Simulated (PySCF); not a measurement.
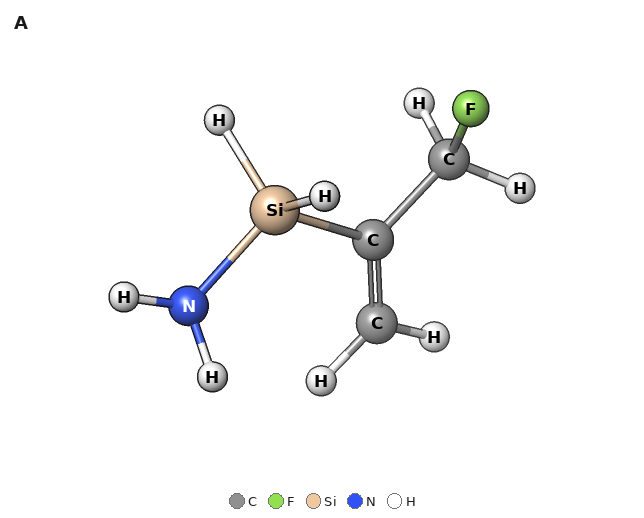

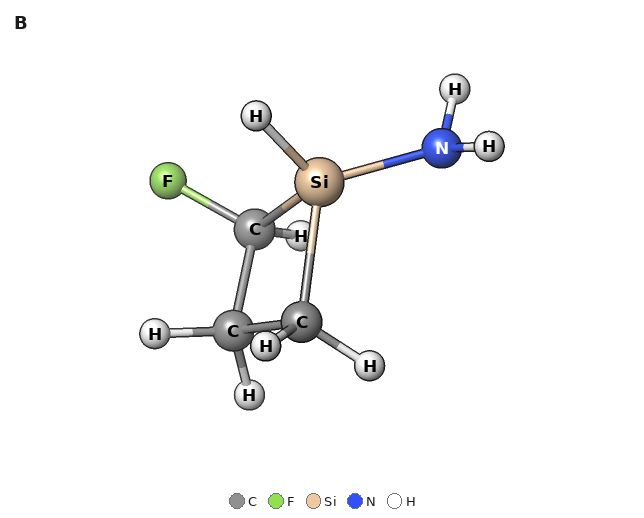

2 stationary structures of one formula. Geometries: GFN2-xTB. Electronic energies: PBE0/pcSseg-1 (PySCF 2.14.0), without zero-point energy. No frequency run is at hand to confirm each as a minimum. Each is one conformer, not always the lowest.

**Are they conformers, stereoisomers or constitutional isomers?**

They are constitutional isomers of C3H8FNSi: A `C=C(CF)[SiH2]N`, B `N[Si@@H]1CC[C@H]1F`.

**Which structure is the most stable?**

B is lowest; A lies 0.231 eV above it.

The geometry is semi-empirical. Around Si such bond lengths and angles can be off by a tenth of an ångström or more and by several degrees, and values that hang on the shape move with them.
